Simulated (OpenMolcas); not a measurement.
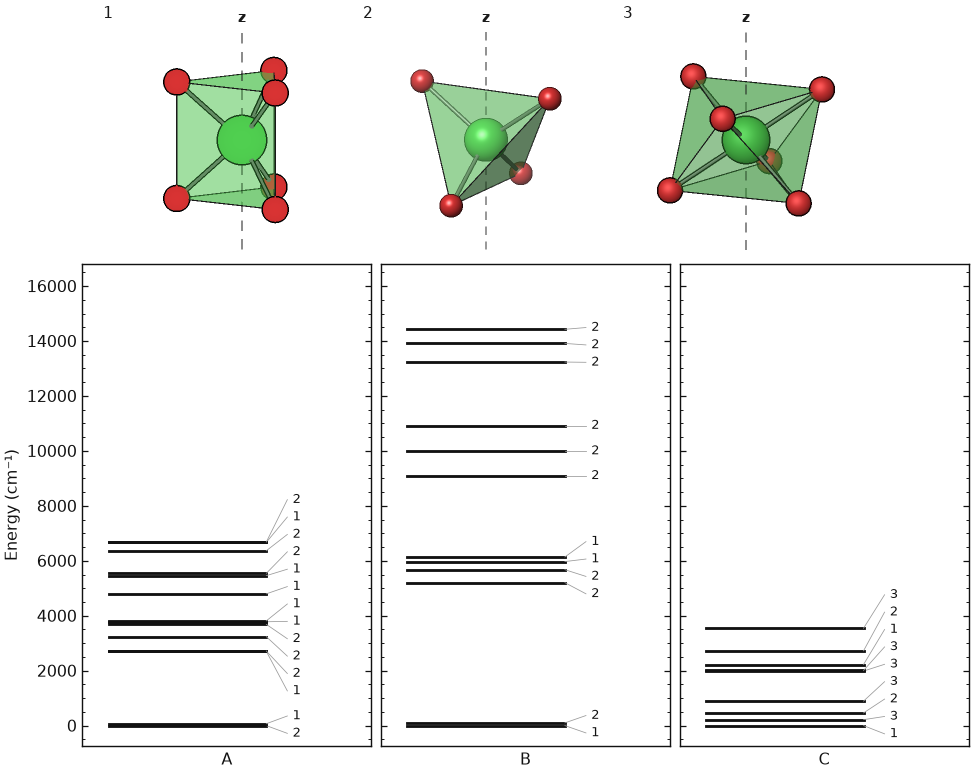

Ni²⁺ (3d⁸) among point charges in three arrangements (top) and its lowest levels in each (bottom, numbers are degeneracies). Level of the calculation: state-averaged CASSCF, active space 8 electrons in the shell 3d, basis ANO-RCC-VDZP, DKH2 scalar Hamiltonian, spin-orbit coupling by RASSI with atomic mean-field integrals (OpenMolcas).

(1) 6 point charges of −2.2 e at 1.73 Å, arranged as: trigonal prism (D3h), axial distortion 0.97
(2) 4 point charges of −1.3 e at 2.03 Å, arranged as: tetrahedron (Td)
(3) 6 point charges of −1 e at 1.86 Å, arranged as: trigonal antiprism (D3d), axial distortion 1.07

### Match the level schemes to the arrangements.

A is (3). The ground level is E, doubly degenerate, 100 % from states of spin multiplicity 3. Its principal g values are 0.00, 0.00 and 6.01, easy-axis. The next level lies at 69 cm⁻¹ (A₁). B is (1). The ground level is A₁, non-degenerate, 100 % from states of spin multiplicity 3. The next level lies at 100 cm⁻¹ (E). C is (2). The ground level is A₁, non-degenerate, 100 % from states of spin multiplicity 3. The next level lies at 216 cm⁻¹ (T₁).

Known limits: point charges lack covalency, field too small at true ligand charges.
